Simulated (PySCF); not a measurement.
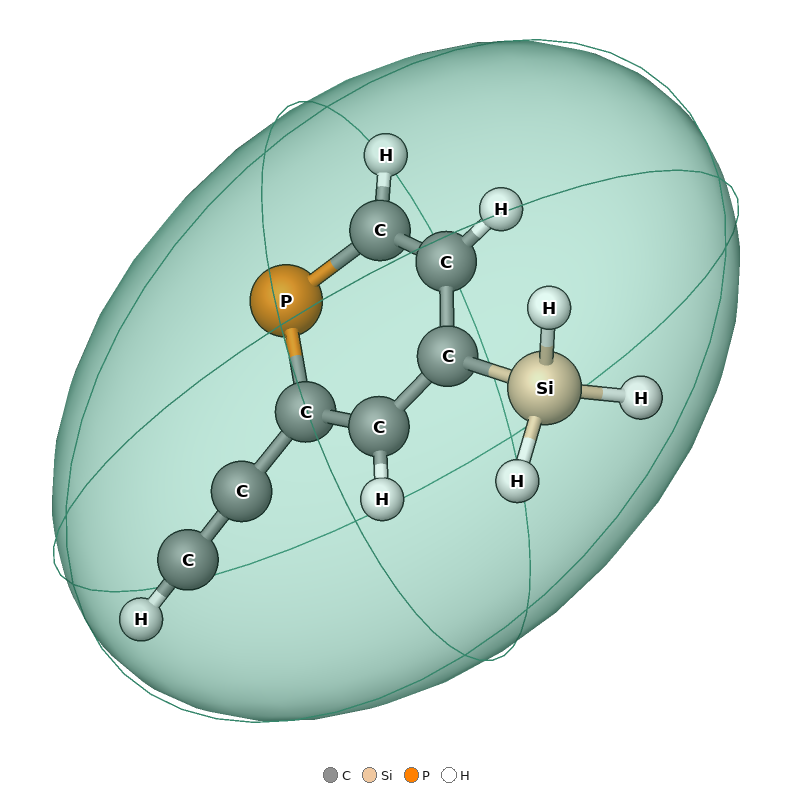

The ellipsoid shows the static dipole polarisability: its half-axes are proportional to the principal values. The geometry was computed by an optimisation with GFN2-xTB. No frequency run is at hand to confirm it as a minimum. Method: PBE0/def2-SVPD (PySCF 2.14.0).

### How large and how anisotropic is the polarisability?

Principal values 80.9, 144.8, 186.8 bohr³; mean 137.5 bohr³ (20.37 Å³); anisotropy 92.3 bohr³, so the longest axis is 2.31 times the shortest.

The geometry is semi-empirical. Around P, Si such bond lengths and angles can be off by a tenth of an ångström or more and by several degrees, and values that hang on the shape move with them.
